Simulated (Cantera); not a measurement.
Charge: 1 mol HI, a varied amount of H2O, equilibrated at 2898.15 K and 0.133 bar.

These are equilibrium values from Cantera (NASA tables, ideal gas, pure condensed phases), not measurements of a reactor. Candidate condensed phases: H2O, I2; 12 gas species. Rates play no part.

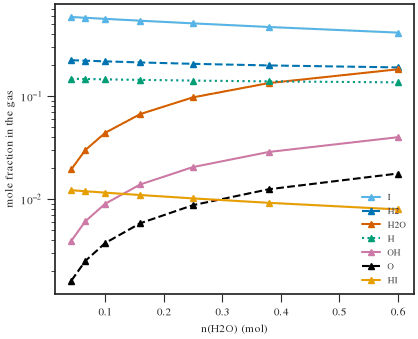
*Equilibrium gas composition (values under 1e-9 drawn at 1e-9)*

From 0.042 mol H2O to 0.6 mol H2O nothing is condensed.
